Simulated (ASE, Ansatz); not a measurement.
## Electronic structure of random rock-salt alloy of HfC and HfN (512 atoms)

Wanted: forces, charges and levels of random rock-salt alloy of HfC and HfN (512 atoms).

Method: Kohn-Sham DFT, PBE, PAW (set soft_2), plane waves, in Ansatz 0.2.0.

## (1) Set-up

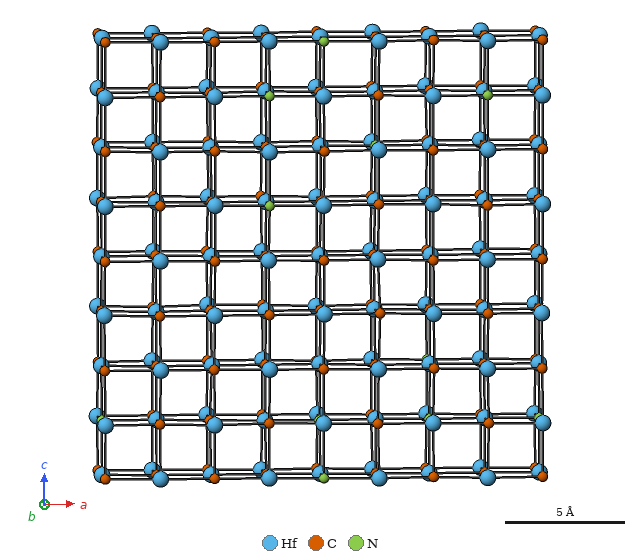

Start, viewed in part; hafnium blue, carbon orange, nitrogen green. Drawn is a slice 6 Å thick, seen along the normal of the ac plane.

The cell holds 512 atoms: 256 Hf, 224 C and 32 N. Its edges and angles: a = 18.502 Å, b = 18.502 Å, c = 18.502 Å, α = 90.0°, β = 90.0°, γ = 90.0°. It derives from HfC (rock-salt) and HfN, repeated 4×4×4. Rock-salt HfC, 4 x 4 x 4 conventional cells, 32 of 256 C sites given to N at random (x = 0.125), lattice by Vegard's rule (a = 4.626 Å); not relaxed, displaced by a Gaussian of 0.02 Å.

Before any run, some limits are plain. The host structure and its lattice constant were typed by rule, without a check against the phase diagram. The Brillouin zone is sampled at Γ only, in a cell whose shortest periodic width is 19 Å. Spin–orbit coupling is left out, which matters for the levels of the heavy elements.

## (2) Plane-wave single point

One self-consistent run at the given positions yields energy and forces.

File input.yaml:

```yaml
crystal:
  lattice:
    - [18.5024, 0.0, 0.0]
    - [0.0, 18.5024, 0.0]
    - [0.0, 0.0, 18.5024]
  atoms:
    - { symbol: Hf, position: [0.99962, 0.99975, 0.99988] }
    - { symbol: C, position: [0.1243, 0.0015, 0.99911] }
    - { symbol: Hf, position: [0.999, 0.12461, 0.12431] }
    - { symbol: C, position: [0.12387, 0.12537, 0.12375] }
    - { symbol: Hf, position: [0.12486, 0.00058, 0.12392] }
    - { symbol: C, position: [0.99985, 0.00027, 0.12745] }
    - { symbol: Hf, position: [0.12422, 0.12474, 0.00042] }
    - { symbol: C, position: [4.0e-05, 0.12538, 0.00087] }
    - { symbol: Hf, position: [0.00072, 0.00113, 0.24941] }
    - { symbol: C, position: [0.12628, 0.99984, 0.25047] }
    - { symbol: Hf, position: [7.0e-05, 0.12548, 0.37308] }
    - { symbol: C, position: [0.12204, 0.12403, 0.37435] }
    - { symbol: Hf, position: [0.12696, 0.00017, 0.37404] }
    - { symbol: C, position: [0.00071, 0.0002, 0.3746] }
    - { symbol: Hf, position: [0.12557, 0.12417, 0.24962] }
    - { symbol: C, position: [0.00071, 0.12454, 0.24931] }
    - { symbol: Hf, position: [0.99988, 0.99769, 0.50194] }
    - { symbol: C, position: [0.12579, 0.00066, 0.50148] }
    - { symbol: Hf, position: [0.00049, 0.12489, 0.62389] }
    - { symbol: C, position: [0.12285, 0.12625, 0.62316] }
    - { symbol: Hf, position: [0.12502, 0.99814, 0.62431] }
    - { symbol: C, position: [0.00156, 0.99848, 0.62479] }
    - { symbol: Hf, position: [0.12554, 0.1264, 0.50207] }
    - { symbol: C, position: [0.99843, 0.12375, 0.50059] }
    - { symbol: Hf, position: [0.00056, 0.99971, 0.75151] }
    - { symbol: C, position: [0.12525, 0.99992, 0.75056] }
    - { symbol: Hf, position: [0.99921, 0.12374, 0.87539] }
    - { symbol: "N", position: [0.12367, 0.12588, 0.87549] }
    - { symbol: Hf, position: [0.12346, 0.99935, 0.8767] }
    - { symbol: "N", position: [0.00094, 0.99966, 0.87439] }
    - { symbol: Hf, position: [0.12436, 0.12651, 0.75019] }
    - { symbol: C, position: [0.99764, 0.12575, 0.75174] }
    [... 474 atom lines left out ...]
    - { symbol: Hf, position: [0.74943, 0.87447, 0.8739] }
    - { symbol: C, position: [0.87502, 0.8744, 0.87434] }
    - { symbol: Hf, position: [0.87451, 0.74995, 0.8727] }
    - { symbol: C, position: [0.75058, 0.74958, 0.87687] }
    - { symbol: Hf, position: [0.87498, 0.87557, 0.74843] }
    - { symbol: C, position: [0.74884, 0.87709, 0.74994] }
kpoints:
  mp_grid: { grid: [1, 1, 1] }
hamiltonian:
  xc: pbe
scf:
  occupations: { method: gaussian, width: 0.05 }
output:
  forces: true
  stress: true
  populations: true
  dos:
    method: { smearing: { sigma: 0.1 } }
    de: 0.1
    projected: { site_lists: { C: [C], Hf: [Hf], "N": ["N"] } }
  eigenvalues: true
  write_density: true
  write_potential: true
  volumetric_format: npy
  elf: true
```

Launch:

```console
$ ansatz run input.yaml --threads 32 --pin off --max-ram 143360MiB --backend cuda --events-out ev --progress --plain --runs-dir out
```

Numbers of over 12 decimals in the logs are rounded to 6 here.

Output:

```text
Engine: ansatz 0.2.0, aarch64-unknown-linux-gnu
Pseudopotentials: kind: paw
Pseudopotential: Hf, paw, valence charge 26, recommended cutoff 420 eV (normal), Hf.paw.azcp
Pseudopotential: C, paw, valence charge 4, recommended cutoff 420 eV (normal), C.paw.azcp
Pseudopotential: N, paw, valence charge 5, recommended cutoff 420 eV (normal), N.paw.azcp
[... 5 lines on functional and potentials left out ...]
device memory: the entry about to start is reckoned to put 55.3 GiB on a device that reports 182.5 GiB free
GPU FFT provider: cuFFT
GPU libraries: cuBLAS 13.8.1, cuFFT 12.4.0, cuSOLVER 12.3.2
GPU matrix products: emulated (plane waves: as basis.precision tells), large ones in fixed point in workspaces of 1.00 GiB
Crystal: 512 atoms, lattice volume = 6334.090 Å³
Basis set: ecut = 420 eV, 123905 PW (Γ), exchange–correlation on 250×250×250 points (8 copies of the dense FFT grid, shifted against one another)
Bands: 4628, of which v1, the nominal top of the filled ones, is band 3856 counted from 1 (3855 counted from 0)
Symmetry: 1 space group operations
Space group: P1 (ITA 1), of the structure as read, at distance tolerance 1.9e-4 Å
k-points: 1
[... 7 lines on functional and potentials left out ...]
Initial density: superposition of atomic densities (neutral atoms: chi_scale 0, normalization atom), corrected by the library's trained network
Initial wavefunctions: pseudopotential atomic-orbital guess
GPU buffer pool allocated for 1953125 grid points (all kernels)
GPU transforms: local potential and band sums: pruned to the plane-wave sphere, on 125×125×125
Functional: x = pbe(κ = 0.804, μ = 0.219515), c = pbe(β = 0.066725)
SCF iter   1: F=—  HF=-4093704.022152 eV  |F-HF|=—  |Δ(HF+E_count)|=         —  Δρ=2.71e-3  dr2=2.85e0  ethr=1.77e-3  ⟨swp⟩=6.0  Hψ=14128  notcnv=0  defer=347
preconditioner: auto → Kerker (q_TF=auto, 2.819 Å⁻¹)  [metal: Δε(μ)=0.017 eV  Ē_g=17.458 eV  σ=0.050 eV  W_gap=0.19  n_scr=2372 (ndim 8)  ℏωp=39.6 eV  f_vac=0.000  D(μ)=125.16/eV (n_scr^D=738)]
SCF iter   2: F=—  HF=-4093703.815520 eV  |F-HF|=—  |Δ(HF+E_count)|=   2.07e-1  Δρ=1.22e-3  dr2=1.43e0  ethr=3.70e-5  ⟨swp⟩=2.0  Hψ=5512  notcnv=0  defer=605
SCF iter   3: F=—  HF=-4093703.782770 eV  |F-HF|=—  |Δ(HF+E_count)|=   3.28e-2  Δρ=7.22e-4  dr2=6.33e-1  ethr=1.85e-5  ⟨swp⟩=3.0  Hψ=6718  notcnv=0  defer=605
SCF iter   4: F=—  HF=-4093703.761838 eV  |F-HF|=—  |Δ(HF+E_count)|=   2.09e-2  Δρ=3.69e-4  dr2=2.45e-1  ethr=8.20e-6  ⟨swp⟩=3.0  Hψ=10633  notcnv=0  defer=605
SCF iter   5: F=—  HF=-4093703.771502 eV  |F-HF|=—  |Δ(HF+E_count)|=   9.66e-3  Δρ=3.09e-4  dr2=3.99e-2  ethr=3.18e-6  ⟨swp⟩=2.0  Hψ=4455  notcnv=0  defer=605
SCF iter   6: F=—  HF=-4093703.691745 eV  |F-HF|=—  |Δ(HF+E_count)|=   7.98e-2  Δρ=2.10e-4  dr2=1.15e-2  ethr=5.18e-7  ⟨swp⟩=3.0  Hψ=11603  notcnv=0  defer=605
SCF iter   7: F=—  HF=-4093703.687612 eV  |F-HF|=—  |Δ(HF+E_count)|=   4.13e-3  Δρ=9.69e-5  dr2=5.29e-3  ethr=1.49e-7  ⟨swp⟩=3.0  Hψ=11610  notcnv=0  defer=605
SCF iter   8: F=—  HF=-4093703.687010 eV  |F-HF|=—  |Δ(HF+E_count)|=   6.02e-4  Δρ=6.44e-5  dr2=2.90e-3  ethr=6.85e-8  ⟨swp⟩=2.0  Hψ=7755  notcnv=0  defer=605
SCF iter   9: F=—  HF=-4093703.686811 eV  |F-HF|=—  |Δ(HF+E_count)|=   1.99e-4  Δρ=3.55e-5  dr2=9.30e-4  ethr=3.76e-8  ⟨swp⟩=2.0  Hψ=7606  notcnv=0  defer=605
SCF iter  10: F=—  HF=-4093703.717213 eV  |F-HF|=—  |Δ(HF+E_count)|=   3.04e-2  Δρ=1.57e-5  dr2=1.47e-4  ethr=1.21e-8  ⟨swp⟩=2.0  Hψ=4630  notcnv=0  defer=697
SCF iter  11: F=—  HF=-4093703.717207 eV  |F-HF|=—  |Δ(HF+E_count)|=   6.63e-6  Δρ=8.19e-6  dr2=2.66e-5  ethr=1.90e-9  ⟨swp⟩=5.0  Hψ=11470  notcnv=0  defer=697
SCF iter  12: F=—  HF=-4093703.716536 eV  |F-HF|=—  |Δ(HF+E_count)|=   6.71e-4  Δρ=7.95e-6  dr2=7.66e-6  ethr=3.45e-10  ⟨swp⟩=3.0  Hψ=8844  notcnv=0  defer=697
SCF iter  13: F=—  HF=-4093703.716535 eV  |F-HF|=—  |Δ(HF+E_count)|=   9.14e-7  Δρ=4.38e-6  dr2=3.48e-6  ethr=9.93e-11  ⟨swp⟩=4.0  Hψ=11481  notcnv=0  defer=697
SCF iter  14: F=—  HF=-4093703.716535 eV  |F-HF|=—  |Δ(HF+E_count)|=   1.22e-7  Δρ=2.01e-6  dr2=7.55e-7  ethr=4.51e-11  ⟨swp⟩=3.0  Hψ=8841  notcnv=0  defer=697
SCF iter  15: F=—  HF=-4093703.716535 eV  |F-HF|=—  |Δ(HF+E_count)|=   1.30e-7  Δρ=8.98e-7  dr2=2.51e-7  ethr=9.78e-12  ⟨swp⟩=4.0  Hψ=9910  notcnv=0  defer=697
SCF iter  16: F=-4093703.716535 eV  HF=-4093703.716535 eV  |F-HF|=8.57e-8  |Δ(HF+E_count)|=   2.42e-8  Δρ=5.78e-7  dr2=8.60e-8  ethr=1.30e-12  ⟨swp⟩=74.0  Hψ=86157  notcnv=0
SCF 1 converged in 16 iterations: F = -4093703.716535 eV  dr2 = 8.60e-8
  greatest PAW one-centre occupation: 0.998 electrons in one spin orbital (limit 2), on the Hf atom at site 60 (counted from 0), in its partial waves of l = 0
SCF converged after 16 iterations
Free energy (F): -4093703.716535 eV
Harris-Foulkes:  -4093703.716535 eV  (|F-HF|=8.57e-8)
Internal energy: -4093703.576357 eV  (E = F + TS)
E sigma→0 (E₀):  -4093703.646446 eV
Entropy (-TS):   -0.140178 eV (-0.274 meV/atom)
Fermi energy:    21.161163 eV
--- Per-component energies (eV) ---
  E_band       = 31566.202088
  E_kinetic    = 132487.030127
  E_local      = -1265827.591581  (includes V_loc(G=0)·N_el)
  E_nonlocal   = -310921.668085
  E_hartree    = 599038.403858
  E_xc         = -89791.226154
  E_vxc        = -84350.154979  (∫ρ·V_xc dr)
  E_paw        = -1799769.442598  (= ΣΔE_a)
  E_vpaw       = 362101.706641  (= ΣTr[D̂ρ^β])
  E_aug_tail   = 0.004113  (compensation charges beyond the density's cutoff)
  E_ewald      = -1358919.086037
  E_smearing   = -0.140178  (= −TS)
  E_closure    = 0.000000  (closes the sum)
  Σ components = -4093703.716535   (vs F -4093703.716535, Δ=0.00e0)
--- Forces (eV/Å), atoms counted from 1 ---
[... 512 lines of forces left out ...]
  max |Σ_I F_I| component: 3.76e-5 eV/Å
--- Stress (GPa, compression-positive) ---
        2.160877       0.010119      -0.009323
        0.010119       2.196740       0.010539
       -0.009323       0.010539       2.209071
  P = ⅓ Tr σ = 2.1889 GPa (21.889 kbar)
--- Band table (eV) ---
[... left out ...]
--- Löwdin populations: 512 sites ---
  site symbol       q [e]
[... 512 lines, one an atom, left out ...]
  spilling = 0.001356 (of n_electrons = 7712.000000)
```

It took 30 s on 1 × NVIDIA GB200 with 32 threads of Arm Neoverse V2, shared host; peak memory 7.4 GiB.

Reading the cycles: dr2 is the Hartree energy of the density residual (eV), the measure of convergence; HF is the Harris–Foulkes estimate of the energy, which meets the free energy F at convergence.

That memory is the host's; the program planned up to 55.3 GiB on the GPU. Forces of this run were stored rounded, and per-atom blocks of the log weren't kept.

Numbers from this run:

| Item | Value |
| --- | --- |
| free energy | -4093703.7165 eV |
| free energy per atom | -7995.5151 eV/atom |
| SCF cycles | 16 |
| pressure | 2.189 GPa |
| r.m.s. force component | 0.3848 eV/Å |
| longest force | 1.402 eV/Å |
| Fermi energy | 21.16 eV |
| levels partly filled by over 2 per cent | 7 |
| spilling of the projection | 0.001356 |

Length of the force by element:

| element | coordination | atoms | mean length of the force (eV/Å) | spread | least | most |
| --- | --- | --- | --- | --- | --- | --- |
| C | all | 224 | 0.560 | 0.224 | 0.0288 | 1.16 |
| Hf | all | 256 | 0.685 | 0.265 | 0.131 | 1.40 |
| N | all | 32 | 0.458 | 0.165 | 0.157 | 0.912 |

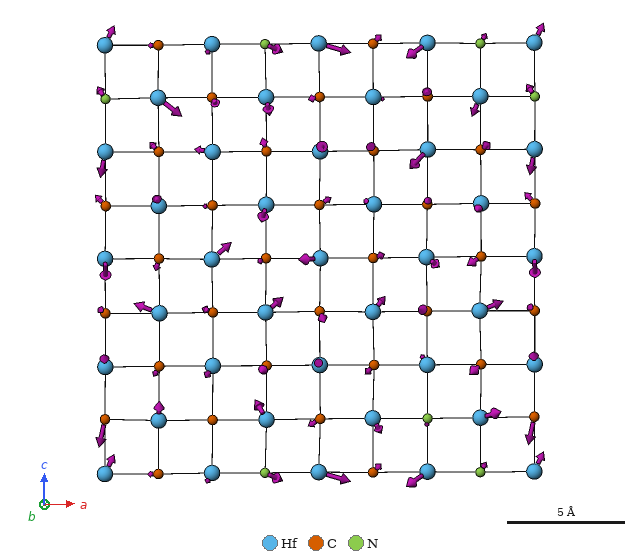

Forces as arrows; the longest in the cell is 1.40 eV/Å. Drawn is a slice 4 Å thick, seen along the normal of the ac plane.

Löwdin charges by element (they lack the spilled electrons, 0.020 e an atom on average):

| element | coordination | atoms | mean charge (e) | spread | least | most |
| --- | --- | --- | --- | --- | --- | --- |
| C | all | 224 | -0.728 | 0.008 | -0.755 | -0.711 |
| Hf | all | 256 | 0.762 | 0.0202 | 0.719 | 0.834 |
| N | all | 32 | -0.675 | 0.0068 | -0.696 | -0.662 |

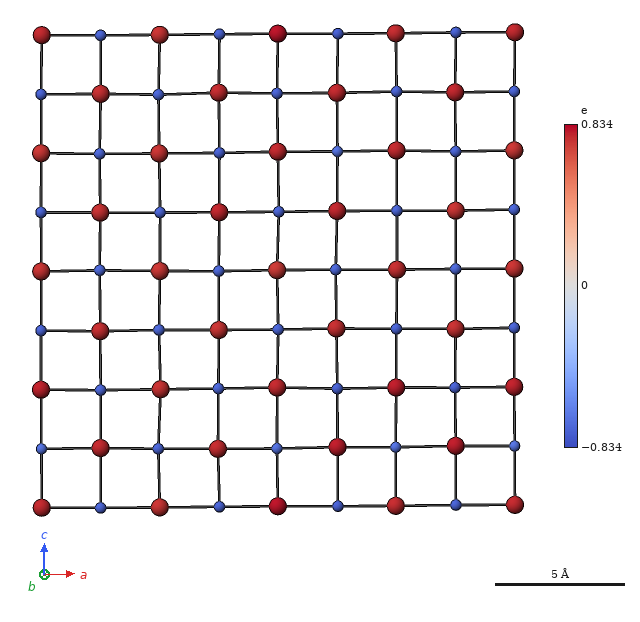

Atoms coloured by Löwdin charge. Drawn is a slice 4 Å thick, seen along the normal of the ac plane.

Charge against the make-up of the first shell:

| C neighbours of Hf | atoms | mean charge (e) |
| --- | --- | --- |
| 3 | 4 | 0.815 |
| 4 | 39 | 0.79 |
| 5 | 102 | 0.769 |
| 6 | 111 | 0.743 |

Density of states as counts of states in windows of 1 eV (from the Fermi level), total and some projections:

| from (eV) | to (eV) | total | Hf d | C p | C s | Hf f |
| --- | --- | --- | --- | --- | --- | --- |
| -14 | -13 | 0.0 | 0.0 | 0.0 | 0.0 | 0.0 |
| -13 | -12 | 459.0 | 2.0 | 0.5 | 11.1 | 434.9 |
| -12 | -11 | 3194.6 | 14.4 | 4.9 | 41.1 | 3110.1 |
| -11 | -10 | 253.1 | 67.6 | 4.0 | 124.8 | 22.7 |
| -10 | -9 | 124.6 | 27.1 | 1.4 | 77.6 | 8.0 |
| -9 | -8 | 0.5 | 0.0 | 0.0 | 0.5 | 0.0 |
| -8 | -7 | 7.0 | 2.7 | 2.0 | 0.0 | 0.0 |
| -7 | -6 | 70.0 | 24.7 | 17.4 | 2.6 | 0.3 |
| -6 | -5 | 191.7 | 62.3 | 59.1 | 5.3 | 0.8 |
| -5 | -4 | 227.3 | 69.4 | 93.3 | 4.3 | 0.7 |
| -4 | -3 | 508.2 | 197.3 | 265.4 | 5.9 | 0.9 |
| -3 | -2 | 432.2 | 183.8 | 224.8 | 5.0 | 1.6 |
| -2 | -1 | 80.9 | 34.5 | 40.8 | 0.1 | 0.4 |
| -1 | 0 | 49.4 | 16.0 | 29.9 | 0.0 | 0.3 |
| 0 | 1 | 172.3 | 101.6 | 56.4 | 1.1 | 0.5 |
| 1 | 2 | 112.6 | 85.9 | 17.5 | 2.5 | 0.2 |
| 2 | 3 | 198.0 | 147.5 | 34.0 | 1.6 | 0.4 |
| 3 | 4 | 318.5 | 242.1 | 44.9 | 5.2 | 0.4 |

Between -26 and -14 eV lie 64 more states.

The stored curve holds about 5663 of the 7712 electrons; the rest, give or take the few that broadening carries across the Fermi level, lie in deeper levels below its range.

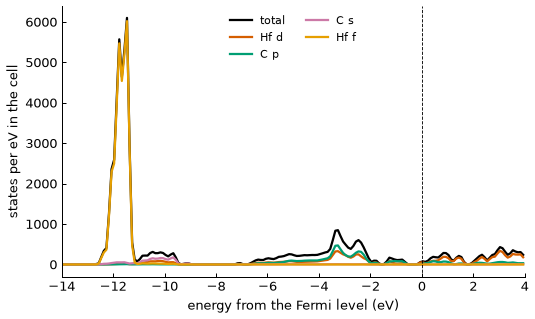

Total and projected density of states, with the broadening of the input.

Not all projections were asked for or kept, so they needn't add up to the total.

The levels nearest the highest filled one (over half full), pooled over k-points and spins:

| level less the highest filled one (eV) | occupation |
| --- | --- |
| -0.678 | 2 |
| -0.658 | 2 |
| -0.043 | 1.84 |
| -0.0342 | 1.75 |
| -0.0246 | 1.62 |
| 0 | 1.15 |
| 0.0178 | 0.754 |
| 0.0262 | 0.582 |
| 0.0448 | 0.281 |
| 0.0938 | 0.014 |
| 0.115 | 0.002 |
| 0.167 | 0 |

Mean Löwdin charges: C -0.73, Hf +0.76, N -0.68 e. The charge on Hf changes by -0.024 e for each C neighbour that takes the place of another kind, on average. Within 0.4 eV of the Fermi level the largest share is Hf d (58 % of the projected weight).

[end of part 1 of 2]

[Logs are printed without paths, hosts, clocks, repeated set-up lines and the standing remarks that a program may print on its own settings, such as how far it seeks lower states.]

[Hosts, paths, dates, database ids (printed as entryN), source tags and the programs' standing remarks are cut or masked in the printed files.]
